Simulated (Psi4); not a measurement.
## Energy and gradient calculation of C3H3N (charge +1)

The run: energy and gradient calculation of C3H3N, charge +1, multiplicity 2, SMILES [CH2+][CH]C#N. Method and program: B3LYP/6-31G*, UKS (Psi4 1.11).

The geometry comes from this level: GFN2-xTB.

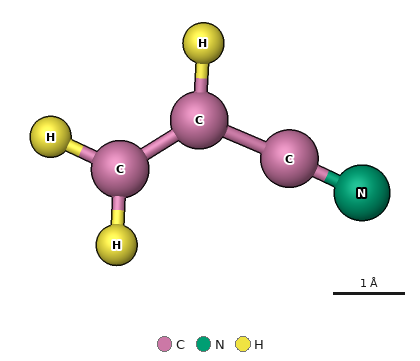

The structure (ball-and-stick view, seen on its broad side).

Results in brief:

```tsv
quantity	value
outcome	converged
total energy	−170.432413 hartree
basis functions	62
largest force	5.478 eV/Å
⟨S²⟩	0.763
hardware	1 thread of AMD EPYC (Zen 4), 64 GiB of memory available, shared host
wall time	23 s
peak memory	0.87 GiB
```

Input file (run.py):
```python
import numpy as np
from ase.calculators.psi4 import Psi4
from ase import Atoms

atoms = Atoms(['C', 'C', 'C', 'N', 'H', 'H', 'H'], positions=[
    [-0.506250, 0.917780, -0.035880],
    [0.457630, 0.011940, -0.095720],
    [0.284180, -1.380130, 0.083390],
    [0.128440, -2.474560, 0.362180],
    [-0.399980, 1.910650, -0.477810],
    [-1.478480, 0.760950, 0.432980],
    [1.514460, 0.253370, -0.269140],
])
calc = Psi4(atoms=atoms, method='b3lyp', basis='6-31G*', memory='1600MB', num_threads=1, charge=1, multiplicity=2, label='calc', reference='uks')
calc.psi4.set_options({'puream': True, 'e_convergence': 1e-09, 'd_convergence': 1e-08, 'scf_type': 'pk', 'dft_radial_points': 99, 'dft_spherical_points': 590, 'maxiter': 200})
atoms.calc = calc

forces = atoms.get_forces()
print(f'energy: {atoms.get_potential_energy():.6f} eV')
print('forces / eV A^-1')
print(np.round(forces, 5))
```

Command:
```bash
python run.py
```

What the program printed:
```
gradient() will perform analytic gradient computation.

   => Loading Basis Set <=

    Name: 6-31G*
    Role: ORBITAL
    Keyword: BASIS

         ---------------------------------------------------------
                                   SCF
                              UKS Reference
                        1 Threads,   1525 MiB Core
         ---------------------------------------------------------

  ==> Geometry <==

    Molecular point group: c1
    Full point group: C1

    Geometry (in Angstrom), charge = 1, multiplicity = 2:

       Center              X                  Y                   Z               Mass
    ------------   -----------------  -----------------  -----------------  -----------------
         C           -0.586557441943     1.617589990522    -0.114645950045    12.000000000000
         C            0.377322558057     0.711749990522    -0.174485950045    12.000000000000
         C            0.203872558057    -0.680320009478     0.004624049955    12.000000000000
         N            0.048132558057    -1.774750009478     0.283414049955    14.003074004430
         H           -0.480287441943     2.610459990522    -0.556575950045     1.007825032230
         H           -1.558787441943     1.460759990522     0.354214049955     1.007825032230
         H            1.434152558057     0.953179990522    -0.347905950045     1.007825032230

  Running in c1 symmetry.

  Rotational constants: A =      1.69980  B =      0.16748  C =      0.15292 [cm^-1]
  Rotational constants: A =  50958.73928  B =   5020.94685  C =   4584.54353 [MHz]
  Nuclear repulsion =   90.774391040214411

  Charge       = 1
  Multiplicity = 2
  Electrons    = 27
  Nalpha       = 14
  Nbeta        = 13

  ==> Algorithm <==

  SCF Algorithm Type is PK.
  DIIS enabled.
  MOM disabled.
  Fractional occupation disabled.
  Guess Type is SAD.
  Energy threshold   = 1.00e-09
  Density threshold  = 1.00e-08
  Integral threshold = 1.00e-12

  ==> Primary Basis <==

  Basis Set: 6-31G*
    Blend: 6-31G*
    Number of shells: 30
    Number of basis functions: 62
    Number of Cartesian functions: 66
    Spherical Harmonics?: true
    Max angular momentum: 2

  ==> DFT Potential <==

   => LibXC <=

    Version 7.1.2

   => Composite Functional: B3LYP <=

    B3LYP Hyb-GGA Exchange-Correlation Functional

    Deriv               =              1
    GGA                 =           TRUE
    Meta                =          FALSE

    Exchange Hybrid     =           TRUE
    MP2 Hybrid          =          FALSE

   => Exchange Functionals <=

    0.0800   Slater exchange
    0.7200         Becke 88

   => Exact (HF) Exchange <=

    0.2000               HF

   => Correlation Functionals <=

    0.1900   Vosko, Wilk & Nusair (VWN5_RPA)
    0.8100   Lee, Yang & Parr

   => LibXC Density Thresholds  <==

    XC_HYB_GGA_XC_B3LYP:  1.00E-15

   => Molecular Quadrature <=

    Radial Scheme          =       TREUTLER
    Pruning Scheme         =           NONE
    Nuclear Scheme         =       TREUTLER

    Blocking Scheme        =         OCTREE
    BS radius alpha        =              1
    Pruning alpha          =              1
    Radial Points          =             99
    Spherical Points       =            590
    Total Points           =         384674
    Total Blocks           =           2787
    Max Points             =            256
    Max Functions          =             61
    Weights Tolerance      =       1.00E-15

  ==> Integral Setup <==

  Using in-core PK algorithm.
   Calculation information:
      Number of atoms:                   7
      Number of AO shells:              30
      Number of primitives:             72
      Number of atomic orbitals:        66
      Number of basis functions:        62

      Integral cutoff                 1.00e-12
      Number of threads:                 1

  Performing in-core PK
  Using 3816162 doubles for integral storage.
  We computed 103181 shell quartets total.
  Whereas there are 108345 unique shell quartets.

  ==> DiskJK: Disk-Based J/K Matrices <==

    J tasked:                  Yes
    K tasked:                  Yes
    wK tasked:                  No
    Memory [MiB]:              539
    Schwarz Cutoff:          1E-12

  Cached 100.0% of DFT collocation blocks in 0.591 [GiB].

  Minimum eigenvalue in the overlap matrix is 1.9703502229E-03.
  Reciprocal condition number of the overlap matrix is 4.3074153346E-04.
    Using symmetric orthogonalization.

  ==> Pre-Iterations <==

  SCF Guess: Superposition of Atomic Densities via on-the-fly atomic UHF (no occupation information).

   -------------------------
    Irrep   Nso     Nmo
   -------------------------
     A         62      62
   -------------------------
    Total      62      62
   -------------------------

  ==> Iterations <==

                        Total Energy        Delta E     RMS |[F,P]|

   @UKS iter SAD:  -170.16360760265545   -1.70164e+02   0.00000e+00
   @UKS iter   1:  -170.29951504734368   -1.35907e-01   7.91804e-03 DIIS/ADIIS
   @UKS iter   2:  -169.41396801169955    8.85547e-01   1.97642e-02 DIIS/ADIIS
   @UKS iter   3:  -170.38776398584054   -9.73796e-01   4.27004e-03 DIIS/ADIIS
   @UKS iter   4:  -170.43027658736699   -4.25126e-02   8.48835e-04 DIIS/ADIIS
   @UKS iter   5:  -170.43156980791969   -1.29322e-03   5.10763e-04 DIIS/ADIIS
   @UKS iter   6:  -170.43216430758238   -5.94500e-04   2.61369e-04 DIIS/ADIIS
   @UKS iter   7:  -170.43237473682231   -2.10429e-04   6.47393e-05 DIIS
   @UKS iter   8:  -170.43240692612051   -3.21893e-05   2.74406e-05 DIIS
   @UKS iter   9:  -170.43241159665598   -4.67054e-06   1.73304e-05 DIIS
   @UKS iter  10:  -170.43241286963115   -1.27298e-06   6.18880e-06 DIIS
   @UKS iter  11:  -170.43241317101089   -3.01380e-07   2.29508e-06 DIIS
   @UKS iter  12:  -170.43241321359818   -4.25873e-08   8.69055e-07 DIIS
   @UKS iter  13:  -170.43241321898324   -5.38506e-09   2.35666e-07 DIIS
   @UKS iter  14:  -170.43241321972613   -7.42887e-10   7.82432e-08 DIIS
   @UKS iter  15:  -170.43241321977345   -4.73221e-11   5.05686e-08 DIIS
   @UKS iter  16:  -170.43241321978698   -1.35287e-11   1.42344e-08 DIIS
   @UKS iter  17:  -170.43241321978832   -1.33582e-12   9.33990e-09 DIIS
  Energy and wave function converged.

  ==> Post-Iterations <==

   Electrons on quadrature grid:
      Nalpha   =   13.9999999975 ; deviation = -2.483e-09
      Nbeta    =   12.9999999823 ; deviation = -1.769e-08
      Ntotal   =   26.9999999798 ; deviation = -2.018e-08

   @Spin Contamination Metric:   1.284429385E-02
   @S^2 Expected:                7.500000000E-01
   @S^2 Observed:                7.628442939E-01
   @S   Expected:                5.000000000E-01
   @S   Observed:                5.000000000E-01

    Orbital Energies [Eh]
    ---------------------

    Alpha Occupied:

       1A    -14.629773     2A    -10.542778     3A    -10.528681
       4A    -10.500610     5A     -1.204985     6A     -1.119316
       7A     -0.942737     8A     -0.807598     9A     -0.770365
      10A     -0.691237    11A     -0.659080    12A     -0.624043
      13A     -0.605799    14A     -0.584574

    Alpha Virtual:

      15A     -0.349199    16A     -0.219515    17A     -0.161127
      18A     -0.116227    19A     -0.107008    20A     -0.084772
      21A      0.014053    22A      0.079872    23A      0.099643
      24A      0.236178    25A      0.248640    26A      0.300191
      27A      0.328093    28A      0.372062    29A      0.378872
      30A      0.394522    31A      0.445511    32A      0.490421
      33A      0.559253    34A      0.581563    35A      0.589102
      36A      0.657529    37A      0.666356    38A      0.717039
      39A      0.776525    40A      0.854052    41A      0.901648
      42A      1.084437    43A      1.158558    44A      1.248519
      45A      1.264645    46A      1.319980    47A      1.362984
      48A      1.447775    49A      1.620889    50A      1.647747
      51A      1.687539    52A      1.715759    53A      1.765905
      54A      1.798173    55A      1.950117    56A      2.041529
      57A      2.241213    58A      2.365541    59A      2.536644
      60A      2.574221    61A      2.740047    62A      3.077705

    Beta Occupied:

       1A    -14.622838     2A    -10.538869     3A    -10.522079
       4A    -10.500962     5A     -1.187002     6A     -1.097414
       7A     -0.932415     8A     -0.800118     9A     -0.763233
      10A     -0.682040    11A     -0.623685    12A     -0.613400
      13A     -0.599701

    Beta Virtual:

      14A     -0.479849    15A     -0.304809    16A     -0.215596
      17A     -0.137462    18A     -0.110164    19A     -0.102328
      20A     -0.077480    21A      0.018374    22A      0.085329
      23A      0.104210    24A      0.254382    25A      0.259630
      26A      0.305437    27A      0.344702    28A      0.376783
      29A      0.393971    30A      0.408926    31A      0.451396
      32A      0.495214    33A      0.563569    34A      0.592570
      35A      0.601475    36A      0.662193    37A      0.670978
      38A      0.725138    39A      0.784755    40A      0.863646
      41A      0.909495    42A      1.102299    43A      1.175666
      44A      1.259986    45A      1.282651    46A      1.338236
      47A      1.379283    48A      1.458191    49A      1.640223
      50A      1.662336    51A      1.706696    52A      1.727978
      53A      1.775629    54A      1.821080    55A      1.971246
      56A      2.065480    57A      2.249992    58A      2.373581
      59A      2.548398    60A      2.585238    61A      2.743810
      62A      3.081767

    Final Occupation by Irrep:
              A
    DOCC [    13 ]
    SOCC [     1 ]
    NA   [    14 ]
    NB   [    13 ]

  @UKS Final Energy:  -170.43241321978832

   => Energetics <=

    Nuclear Repulsion Energy =             90.7743910402144110
    One-Electron Energy =                -400.8025798451562878
    Two-Electron Energy =                 158.9320273127897281
    DFT Exchange-Correlation Energy =     -19.3362517276361672
    Empirical Dispersion Energy =           0.0000000000000000
    VV10 Nonlocal Energy =                  0.0000000000000000
    Total Energy =                       -170.4324132197883159

  UHF NO Occupations:
  HONO-2 :   12  A 1.9997559
  HONO-1 :   13  A 1.9944255
  HONO-0 :   14  A 1.0000000
  LUNO+0 :   15  A 0.0055745
  LUNO+1 :   16  A 0.0002441
  LUNO+2 :   17  A 0.0002273
  LUNO+3 :   18  A 0.0001839

Computation Completed

Properties will be evaluated at   0.000000,   0.000000,   0.000000 [a0]

Properties computed using the SCF density matrix

 Multipole Moments:

 ------------------------------------------------------------------------------------
     Multipole            Electronic (a.u.)      Nuclear  (a.u.)        Total (a.u.)
 ------------------------------------------------------------------------------------

 L = 1.  Multiply by 2.5417464519 to convert [e a0] to [Debye]
 Dipole X            :          0.4468166           -0.5672360           -0.1204194
 Dipole Y            :         -2.5756607            4.7153764            2.1397157
 Dipole Z            :          0.1823766           -0.5166825           -0.3343059
 Magnitude           :                                                    2.1690192

 ------------------------------------------------------------------------------------

	total time  =         19 seconds =       0.32 minutes

         ------------------------------------------------------------
                                   SCF GRAD
         ------------------------------------------------------------

  ==> Geometry <==

    Molecular point group: c1
    Full point group: C1

    Geometry (in Angstrom), charge = 1, multiplicity = 2:

       Center              X                  Y                   Z               Mass
    ------------   -----------------  -----------------  -----------------  -----------------
         C           -0.586557441943     1.617589990522    -0.114645950045    12.000000000000
         C            0.377322558057     0.711749990522    -0.174485950045    12.000000000000
         C            0.203872558057    -0.680320009478     0.004624049955    12.000000000000
         N            0.048132558057    -1.774750009478     0.283414049955    14.003074004430
         H           -0.480287441943     2.610459990522    -0.556575950045     1.007825032230
         H           -1.558787441943     1.460759990522     0.354214049955     1.007825032230
         H            1.434152558057     0.953179990522    -0.347905950045     1.007825032230

  Nuclear repulsion =   90.774391040214411

  ==> Basis Set <==

  Basis Set: 6-31G*
    Blend: 6-31G*
    Number of shells: 30
    Number of basis functions: 62
    Number of Cartesian functions: 66
    Spherical Harmonics?: true
    Max angular momentum: 2

  ==> DirectJKGrad: Integral-Direct SCF Gradients <==

    Gradient:                    1
    J tasked:                  Yes
    K tasked:                  Yes
    wK tasked:                  No
    Integrals threads:           1
    Schwarz Cutoff:          1E-12

  ==> DFT Potential <==

   => LibXC <=

    Version 7.1.2

   => Composite Functional: B3LYP <=

    B3LYP Hyb-GGA Exchange-Correlation Functional

    Deriv               =              1
    GGA                 =           TRUE
    Meta                =          FALSE

    Exchange Hybrid     =           TRUE
    MP2 Hybrid          =          FALSE

   => Exchange Functionals <=

    0.0800   Slater exchange
    0.7200         Becke 88

   => Exact (HF) Exchange <=

    0.2000               HF

   => Correlation Functionals <=

    0.1900   Vosko, Wilk & Nusair (VWN5_RPA)
    0.8100   Lee, Yang & Parr

   => LibXC Density Thresholds  <==

    XC_HYB_GGA_XC_B3LYP:  1.00E-15

   => Molecular Quadrature <=

    Radial Scheme          =       TREUTLER
    Pruning Scheme         =           NONE
    Nuclear Scheme         =       TREUTLER

    Blocking Scheme        =         OCTREE
    BS radius alpha        =              1
    Pruning alpha          =              1
    Radial Points          =             99
    Spherical Points       =            590
    Total Points           =         384674
    Total Blocks           =           2787
    Max Points             =            256
    Max Functions          =             61
    Weights Tolerance      =       1.00E-15

  -Total Gradient:
     Atom            X                  Y                   Z
    ------   -----------------  -----------------  -----------------
       1        0.062217134598    -0.056979298330    -0.000922858362
       2       -0.068734169464     0.069097356460     0.003275607000
       3       -0.002747642190    -0.105410013119     0.015160116790
       4        0.011427286339     0.094574665571    -0.019860927453
       5       -0.006106075177     0.000204703611    -0.001371414041
       6       -0.000164317278     0.006442251366    -0.000032174174
       7        0.004106091431    -0.007930202596     0.003750017113

	total time  =          3 seconds =       0.05 minutes
```

Standard output:
```
energy: -4637.702187 eV
forces / eV A^-1
[[-3.19933e+00  2.92999e+00  4.74600e-02]
 [ 3.53445e+00 -3.55313e+00 -1.68440e-01]
 [ 1.41290e-01  5.42040e+00 -7.79560e-01]
 [-5.87610e-01 -4.86322e+00  1.02129e+00]
 [ 3.13990e-01 -1.05300e-02  7.05200e-02]
 [ 8.45000e-03 -3.31270e-01  1.65000e-03]
 [-2.11140e-01  4.07790e-01 -1.92830e-01]]
```
